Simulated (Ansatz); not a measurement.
**SiH3Br (SMILES [SiH3]Br): levels of theory compared**

We compute a comparison of 6 runs (B2PLYP/STO-3G, revPBE/STO-3G, RPA@PBE/STO-3G, CCSDT/STO-3G, CCSDTQ/STO-3G, UCCSD(T)/STO-3G) of SiH3Br. 

The results are computed with Ansatz 0.2.0.

56 further runs of the same task are left out: 6 that didn't finish, 50 set aside as unsound or not needed.

## 1. The molecule

SiH3Br has 5 atoms, charge 0, and is taken as a singlet. As SMILES, `[SiH3]Br`. The H3–Si1 distance was set to 2.961 Å, away from the relaxed value. At this shape a bond of the SMILES string is far longer than usual.

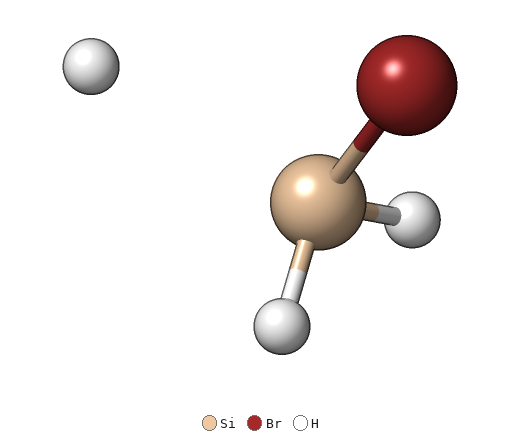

Viewed from a chosen angle; silicon light orange, bromine red, hydrogen white.

## 2. The energy at B2PLYP/STO-3G (run 1)

The input, molecule.yaml:

```yaml
crystal:
  periodic: [false, false, false]
  atoms:
    - {symbol: Si, position_ang: [0.769681, 0.217365, -1.194254]}
    - {symbol: Br, position_ang: [2.770121, -0.543865, -0.607784]}
    - {symbol: H, position_ang: [-1.064550, -0.105170, 1.107850]}
    - {symbol: H, position_ang: [0.291551, -0.570085, -2.353304]}
    - {symbol: H, position_ang: [0.901591, 1.646825, -1.556644]}
basis:
  gaussian:
    orbitals: STO-3G
correlation:
  frozen_orbitals: {Br: 9, H: 0, Si: 5}
accuracy: high
hamiltonian:
  xc: {name: B2PLYP}
```

On the command line:

```
ansatz run molecule.yaml --threads 1 --pin off --max-ram 3480MiB --events-out events.jsonl --progress --plain --runs-dir runs
```

Output:

```text
Warning: RAYON_NUM_THREADS=1 ignored (pool sized by the plan → 1); use --threads N
Functional definition: B2PLYP
  name "B2PLYP"
  parameter a = 0.53
  parameter c = 0.27
  exchange = (1 - a)*b88_x + a*exact_x
  correlation = (1 - c)*lyp_c + c*(mp2_os + mp2_ss)
439 factors; integrals over basis functions are off by at most 9.1e-9 eV
mean field evaluation 1: about -77089.4401 eV, gradient 2.5e1 eV
mean field evaluation 2: about -77089.4302 eV, gradient 2.5e1 eV
mean field evaluation 4: about -77095.7262 eV, gradient 6.0e0 eV
mean field evaluation 8: about -77095.9698 eV, gradient 6.4e-2 eV
mean field evaluation 16: about -77095.9649 eV, gradient 5.0e-7 eV
mean field -77095.96490207 eV, -2833.2244526293 hartree, gradient 4.3e-8 eV, S^2 0.000000; 0 other end points of the search recorded, 0 dependent functions left out; unrestricted orbitals would lower it
14 core orbitals not correlated: weight in the atoms' cores, before any rotation towards them, 1.000 or more for the frozen orbitals, at most 0.000 for the correlated occupied ones
reference -77095.96492092 eV, -2833.2244533218 hartree; 12, 12 occupied and 4, 4 virtual orbitals, 439 factors
second order -4.70453289 eV of doubles, -0.00000000 eV of singles
Total energy: -77097.23514480 eV, -2833.2711331884 hartree
```

It took 2.2 s on 1 thread of Arm Neoverse V1, shared host; peak memory 0.1 GiB.

## 3. A single-point energy at revPBE/STO-3G (run 2)

molecule.yaml, as its differences from that of step 2:

```diff
@@ -11,6 +11,6 @@
     orbitals: STO-3G
-correlation:
-  frozen_orbitals: {Br: 9, H: 0, Si: 5}
+magnetization:
+  spin_polarized: false
+hamiltonian:
+  xc: {name: revPBE}
 accuracy: high
-hamiltonian:
-  xc: {name: B2PLYP}
```

On the command line:

```
ansatz run molecule.yaml --threads 1 --pin off --max-ram 3480MiB --events-out events.jsonl --progress --plain --runs-dir runs
```

Output:

```text
Warning: RAYON_NUM_THREADS=1 ignored (pool sized by the plan → 1); use --threads N
Functional definition: revPBE
  name "revPBE"
  parameter kappa = 1.245
  parameter beta = 0.06672455060314922
  exchange = pbe_x(kappa = kappa, mu = beta*pi^2/3)
  correlation = pbe_c(beta = beta)
439 factors; integrals over basis functions are off by at most 9.1e-9 eV
mean field evaluation 1: about -77094.4428 eV, gradient 3.0e1 eV
mean field evaluation 2: about -77084.6786 eV, gradient 4.1e1 eV
mean field evaluation 4: about -77098.6622 eV, gradient 1.8e1 eV
mean field evaluation 8: about -77100.7940 eV, gradient 1.6e1 eV
mean field evaluation 16: about -77102.8255 eV, gradient 1.9e-8 eV
mean field -77102.82545219 eV, -2833.4765731957 hartree, gradient 2.0e-8 eV, S^2 0.000000; 0 other end points of the search recorded, 0 dependent functions left out
reference -77102.82545454 eV, -2833.4765732821 hartree; 26, 26 occupied and 4, 4 virtual orbitals, 439 factors
Total energy: -77102.82545454 eV, -2833.4765732821 hartree
```

Wall time 1.6 s (1 thread of Arm Neoverse V1, shared host); peak memory 0.1 GiB.

Run 3 isn't shown in full; the table further down has it.

## 4. The energy at CCSDT/STO-3G (run 4)

The input, run.yaml:

```yaml
crystal:
  periodic: [false, false, false]
  atoms:
    - {symbol: Si, position_ang: [0.769681, 0.217365, -1.194254]}
    - {symbol: Br, position_ang: [2.770121, -0.543865, -0.607784]}
    - {symbol: H, position_ang: [-1.064550, -0.105170, 1.107850]}
    - {symbol: H, position_ang: [0.291551, -0.570085, -2.353304]}
    - {symbol: H, position_ang: [0.901591, 1.646825, -1.556644]}
basis:
  gaussian:
    orbitals: STO-3G
correlation:
  method: ccsdt
  frozen_orbitals: {Br: 9, H: 0, Si: 5}
scf:
  omitted_lower_state_checks: [cluster_reference, increment]
accuracy: high
total_charge: 0
```

On the command line:

```
ansatz run run.yaml --threads 1 --pin off --max-ram 3480MiB --events-out events.jsonl --progress --plain --runs-dir runs
```

Output:

```text
Warning: RAYON_NUM_THREADS=1 ignored (pool sized by the plan → 1); use --threads N
[... 11 lines left out ...]
14 core orbitals not correlated: weight in the atoms' cores, before any rotation towards them, 1.000 or more for the frozen orbitals, at most 0.000 for the correlated occupied ones
[... 33 lines left out ...]
WARN: these amplitudes may be one of several solutions (largest doubles amplitude 0.66, level shift 8.24 eV)
Total energy: -77061.30863935 eV, -2831.9508584651 hartree
Checks for a lower state left out: cluster_reference, increment
```

Run time: 1 s. Hardware: 1 thread of Arm Neoverse V1, shared host; peak memory 0.097 GiB.

Run 5 isn't shown in full; the table further down has it.

## 5. A single-point energy at UCCSD(T)/STO-3G (run 6)

The input, molecule.yaml:

```yaml
crystal:
  periodic: [false, false, false]
  atoms:
    - symbol: Si
      position_ang: [0.769681, 0.217365, -1.194254]
    - symbol: Br
      position_ang: [2.770121, -0.543865, -0.607784]
    - symbol: H
      position_ang: [-1.064550, -0.105170, 1.107850]
    - symbol: H
      position_ang: [0.291551, -0.570085, -2.353304]
    - symbol: H
      position_ang: [0.901591, 1.646825, -1.556644]
basis:
  gaussian:
    orbitals: STO-3G
magnetization:
  spin_polarized: true
  initial_magnetization: 0
correlation:
  method: ccsd_t
  frozen_orbitals: {Br: 9, H: 0, Si: 5}
accuracy: high
scf:
  omitted_lower_state_checks: [cluster_reference, increment]
```

On the command line:

```
ansatz run molecule.yaml --threads 1 --pin off --max-ram 3480MiB --events-out events.jsonl --progress --plain --runs-dir runs
```

Output:

```text
Warning: RAYON_NUM_THREADS=1 ignored (pool sized by the plan → 1); use --threads N
[... 15 lines left out ...]
14 core orbitals not correlated: weight in the atoms' cores, before any rotation towards them, 1.000 or more for the frozen orbitals, at most 0.000 for the correlated occupied ones
[... 36 lines left out ...]
Total energy: -77061.24092620 eV, -2831.9483700527 hartree
Checks for a lower state left out: cluster_reference, increment
```

Run time: 1.2 s. Hardware: 1 thread of Arm Neoverse V1, shared host.

## 6. The series

```csv
run,level,frozen core orbitals,energy (Eh),wall time
1,B2PLYP/STO-3G,14,-2833.271133,2.2 s
2,revPBE/STO-3G,–,-2833.476573,1.6 s
3,RPA@PBE/STO-3G,14,-2831.957286,2.5 s
4,CCSDT/STO-3G,14,-2831.950858,1 s
5,CCSDTQ/STO-3G,14,-2831.951067,46 s
6,UCCSD(T)/STO-3G,14,-2831.948370,1.2 s
```

## 7. Outcome

| quantity | value |
| --- | --- |
| run 6: total energy | -2831.94837 Eh |
| run 6: correlation energy (14 core orbitals frozen) | -56.5 mEh |
| run 6: (T) correction | -1.60 mEh |
| run 6: ⟨S²⟩ of the reference determinant | 0.966 |
| run 6: T1 diagnostic | 0.019 |

What this shows: Totals of different functionals can't be ranked against each other. In runs 1, 3, 4, 5 the log says that unrestricted orbitals would lower the reference, so the values rest on an unstable closed-shell determinant (other closed-shell runs at this shape may share the fault). In runs 1, 2, 3, 4, 5, 6 the basis is minimal, so the values are rough. In runs 1, 2, 3 a closed-shell determinant meets a far-stretched bond, which it describes badly. Spin contamination of the reference: run 6 ⟨S²⟩ = 0.97. Where it is this large, the reference is a mixture of spin states, and values that rest on it are in doubt. All runs together took 55 s, the longest 46 s.
